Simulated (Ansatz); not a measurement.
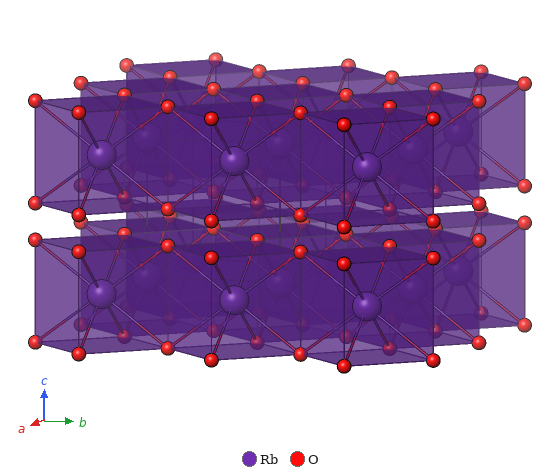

Polyhedra are drawn about Rb (bonds: O–Rb below 3.4 Å); other atoms are plain spheres.

RbO₄ (space group P4/mmm, No. 123). Coordinates: the geometry relaxed at fixed volume with DFT PBE, scalar-relativistic, plane waves, PAW in Ansatz; the starting structure was generated, so it need not be a known form of this composition.

Sharing among the drawn polyhedra:

| site | polyhedron | corner-sharing neighbours | edge-sharing | face-sharing | bond (Å) |
| --- | --- | --- | --- | --- | --- |
| Rb | RbO8 cube | 0 | 4 | 0 | 2.98 |

They form layers of edge-sharing cubes parallel to (001).
